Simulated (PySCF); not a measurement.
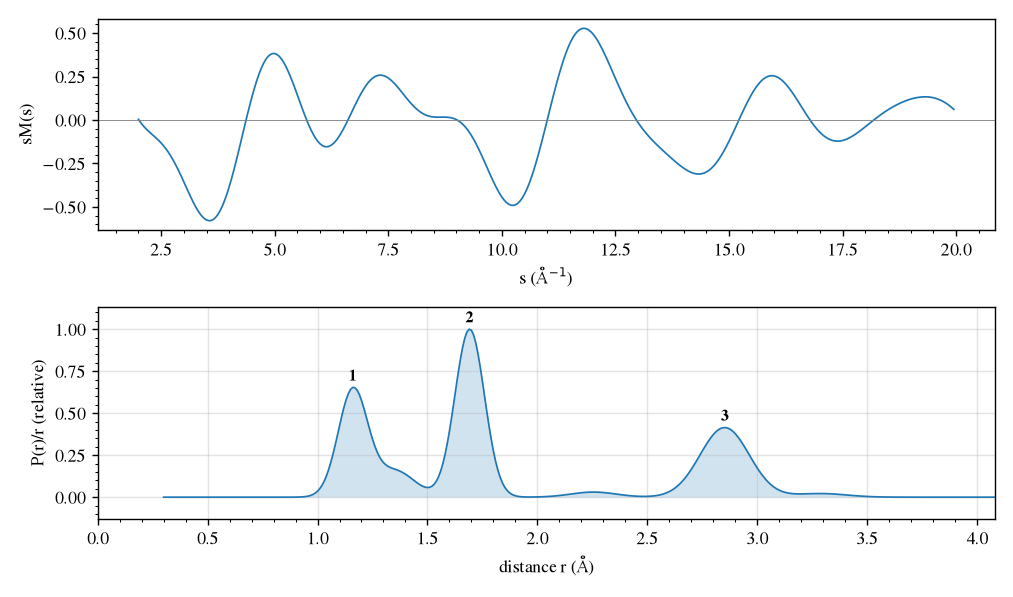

Simulated gas electron diffraction: reduced molecular intensity sM(s) from the Debye equation in the first Born approximation (top) and the radial distribution curve (bottom) of CHNS. Each pair of atoms contributes with weight ZᵢZⱼ/r; damping constant 0.001 Å²; vibrational amplitudes assumed, not computed: 0.05 Å for bonds, 0.078 Å for bonds to H, 0.06 + 0.015 r up to 0.15 Å for other pairs. The geometry is the end point of an optimisation (PBE0-D3(BJ)/def2-SVP geometry optimisation, gas phase (PySCF)); it may be a saddle point or a higher isomer. SMILES: N#CS.

### Assign the numbered peaks of the radial distribution curve (– bonded, ··· not bonded).

Peak 1, 1.16 Å: N–C 1.16 Å, S–H 1.35 Å, not resolved
Peak 2, 1.69 Å: S–C 1.69 Å
Peak 3, 2.85 Å: S···N 2.85 Å
